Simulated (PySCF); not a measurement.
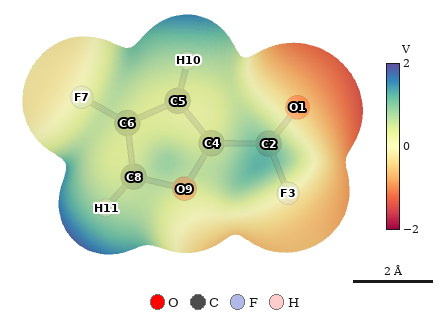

Figure 1: C5H2F2O2. The molecular electrostatic potential painted on the density surface at 0.002 e/bohr³, seen across its widest extent; red is negative and blue positive.

Geometry: GFN2-xTB.

Theory: PBE0/pcSseg-1, SCF density, gas phase, non-relativistic (PySCF).

```xyz
11

O     2.7188    1.0461    0.2572
C     2.0595    0.0772    0.0878
F     2.6534   -1.1346   -0.0705
C     0.6140   -0.0285    0.0172
C    -0.3326    0.9694    0.1309
C    -1.5637    0.3087   -0.0152
F    -2.7687    0.8656    0.0223
C    -1.2960   -1.0241   -0.2056
O     0.0176   -1.2226   -0.1851
H    -0.1557    2.0120    0.2936
H    -1.9412   -1.8665   -0.3586
```

Which sites attract a positive test charge, and which a negative one?

Answer. A positive charge is drawn to the negative regions and a negative charge to the positive ones. The most negative region (about −1.4 V, or −32 kcal/mol for a unit charge) lies over O1, the most positive (about +1.8 V, or +42 kcal/mol for a unit charge) over H11. O1 is the likeliest acceptor of a hydrogen bond.
